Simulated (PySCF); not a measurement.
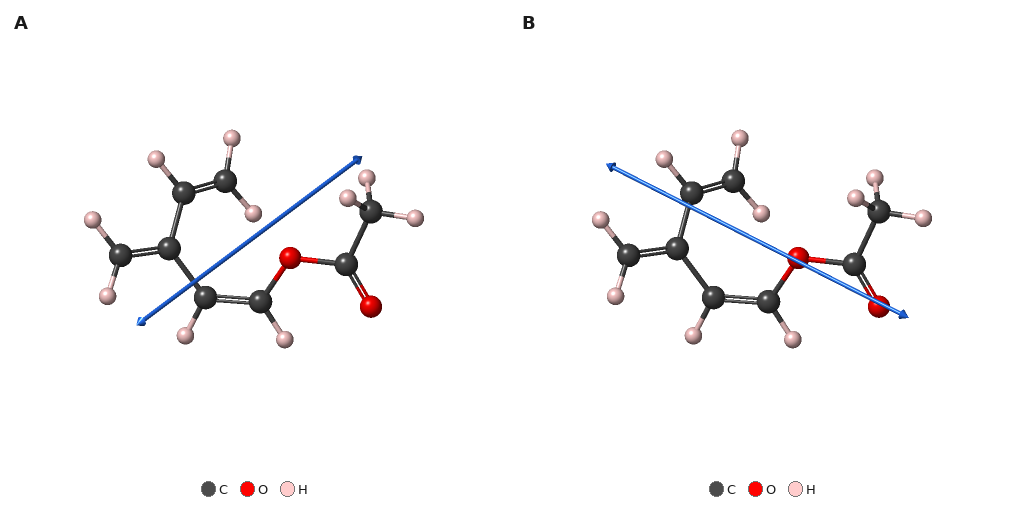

The double arrows show the directions of two transition dipoles from the ground state (lengths mean nothing). Computed geometry: PBE0-D3(BJ)/def2-SVP optimisation. No frequency run is at hand to confirm it as a minimum. Properties computed with TDDFT ωB97X-D/def2-SVPD, vertical, gas phase, core orbitals frozen in the response (PySCF 2.14.0).

One belongs to singlet state 2 and one to singlet state 9. Which is which?

Answer. A: state 2, 5.66 eV (219 nm), oscillator strength 0.059, mainly HOMO−1 → LUMO (weight 0.69).
B: state 9, 7.31 eV (170 nm), oscillator strength 0.055, of mixed character, with the largest part HOMO → LUMO+3 (weight 0.32).
